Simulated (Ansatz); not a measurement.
Reaction (SMILES): [CH]=CF → 2 C atom + F atom + 2 H atom
B3LYP-D3(BJ)/def2-TZVP geometries, fixed; electronic energies without zero-point terms.
Largest species:
```
C
C 1 1.3001
F 1 1.3501 2 123.21
H 2 1.0733 1 139.33 3 180.00
H 1 1.0877 2 125.07 4 0.00
```
Charge 0, spin multiplicity 2.

Basis-set convergence of the atomisation energy at MP2 with Ansatz (a quantum-chemistry and plane-wave program). Cartesian d functions, on some or all atoms, in 6-31G*, 6-31+G*; all else is spherical. Cores are frozen. An unrestricted Hartree-Fock determinant is markedly spin-contaminated. Open shells are unrestricted. No added dispersion term, no relativity. Functions are those of the species that has most. Reference: Hartree-Fock in aug-cc-pVQZ plus the correlation part extrapolated as X^-3 from aug-cc-pVTZ and aug-cc-pVQZ, 456.20 kcal/mol, itself unsure by roughly 1.51 kcal/mol (a third of the extrapolation step and of the last Hartree-Fock step). Deviations are taken from unrounded values.

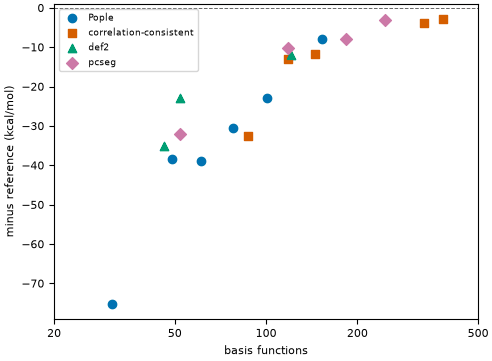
Deviation from the reference against the number of basis functions, by family of sets.

| basis | functions | atomisation energy (kcal/mol) | minus reference (kcal/mol) |
|---|---|---|---|
| 3-21G | 31 | 380.84 | -75.36 |
| def2-SV(P) | 46 | 421.03 | -35.17 |
| 6-31G* | 49 | 417.83 | -38.37 |
| def2-SVP | 52 | 433.21 | -22.99 |
| pcseg-1 | 52 | 424.12 | -32.08 |
| 6-31+G* | 61 | 417.16 | -39.04 |
| 6-311+G** | 78 | 425.61 | -30.59 |
| aug-cc-pVDZ | 87 | 423.75 | -32.45 |
| 6-311++G(2d,2p) | 101 | 433.17 | -23.03 |
| cc-pVTZ | 118 | 443.20 | -13.00 |
| pcseg-2 | 118 | 446.07 | -10.13 |
| def2-TZVPP | 121 | 444.11 | -12.09 |
| jun-cc-pV(T+d)Z | 145 | 444.46 | -11.74 |
| 6-311++G(3df,3pd) | 153 | 448.15 | -8.06 |
| aug-pcseg-2 | 184 | 448.22 | -7.98 |
| pcseg-3 | 246 | 453.05 | -3.15 |
| aug-cc-pVQZ | 332 | 452.29 | -3.91 |
| cc-pV5Z | 383 | 453.44 | -2.76 |
